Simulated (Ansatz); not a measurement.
# Response to strain in MgO

Take MgO in the rock salt structure (space group Fm-3m, No. 225; a = 4.214 Å) as the base.

Strains are applied to the cell and any free atomic positions relax.

Calculations: Ansatz (a program for electronic structure), PBEsol, PAW, cutoff 420 eV, no SOC.

Notes on the quantities. energy relative to the base: free energy F.

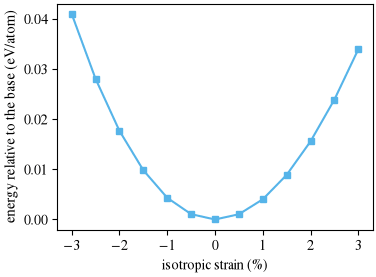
Energy relative to the base against isotropic strain

| isotropic strain (%) | energy relative to the base |
|---|---|
| -3 | +41 meV/atom |
| -2.5 | +28 meV/atom |
| -2 | +18 meV/atom |
| -1.5 | +9.8 meV/atom |
| -1 | +4.3 meV/atom |
| -0.5 | +1.1 meV/atom |
| 0.5 | +1.0 meV/atom |
| 1 | +4.0 meV/atom |
| 1.5 | +8.9 meV/atom |
| 2 | +16 meV/atom |
| 2.5 | +24 meV/atom |
| 3 | +34 meV/atom |

Whether these cells are dynamically stable was not tested.
